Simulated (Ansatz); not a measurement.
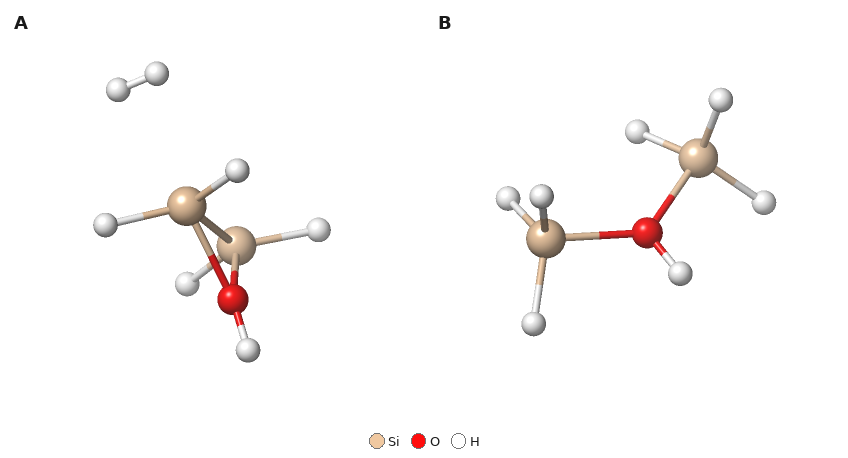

2 stationary structures of one formula. Charge +1, singlet. Geometries: PBE0-D4/def2-TZVP. Electronic energies: RHF-CCSD(T) (frozen core)/def2-TZVPP (Ansatz 0.2.0), without zero-point energy. No frequency run is at hand to confirm each as a minimum. Each is one conformer, not always the lowest.

### Which structure is the most stable?

B is lowest; A lies 169.0 kJ/mol above it.
